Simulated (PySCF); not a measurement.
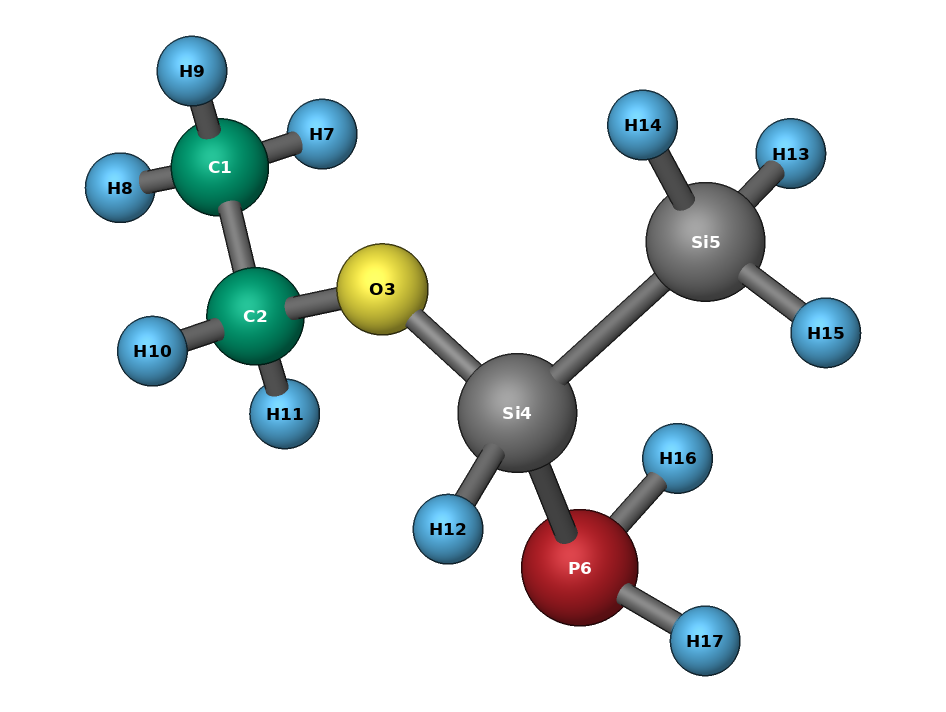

The computed structure is the end point of a GFN2-xTB optimisation. No frequency run is at hand to confirm it as a minimum. Method: GIAO PBE0/pcSseg-1 NMR shielding, non-relativistic, gas phase (PySCF 2.14.0). Principal shieldings σ11 ≤ σ22 ≤ σ33, span Ω = σ33 − σ11, skew κ = 3(σiso − σ22)/Ω.

Give the shielding tensors of the O atoms.

| atom | σ11 | σ22 | σ33 | σiso | Ω | κ |
| --- | --- | --- | --- | --- | --- | --- |
| O3 | 274.2 | 321.5 | 329.2 | 308.3 | 54.9 | −0.72 |

Shieldings and span in ppm.

The geometry is semi-empirical. Around P, Si such bond lengths and angles can be off by a tenth of an ångström or more and by several degrees, and values that hang on the shape move with them.
